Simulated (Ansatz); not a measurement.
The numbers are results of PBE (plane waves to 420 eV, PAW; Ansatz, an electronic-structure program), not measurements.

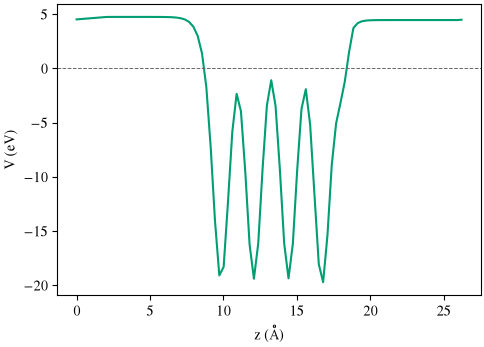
Electrostatic potential energy of an electron, averaged over planes parallel to the surface, in eV from the Fermi level, for F on the 1x1 (110) surface of bcc Ta, one in a 2x1 cell, started at the site 'hollow Ta-Ta-Ta'

Model: 9-atom slab, 6.8 Å thick at the start under the adsorbate (thin: gaps and levels are the slab's own), 5x10x1 mesh, Fermi-Dirac 0.1 eV, dipole correction, 4 atoms held, the rest relaxed; no symmetry held; no spin, no spin-orbit, no U, no dispersion correction. At the end it is bonded to 3 Ta. In PBE it is, or lies within 0.03 eV of, the lowest of the starts that converged.

The vacuum level lies 4.46 eV above the Fermi level over the top face and 4.75 eV above it under the bottom face.
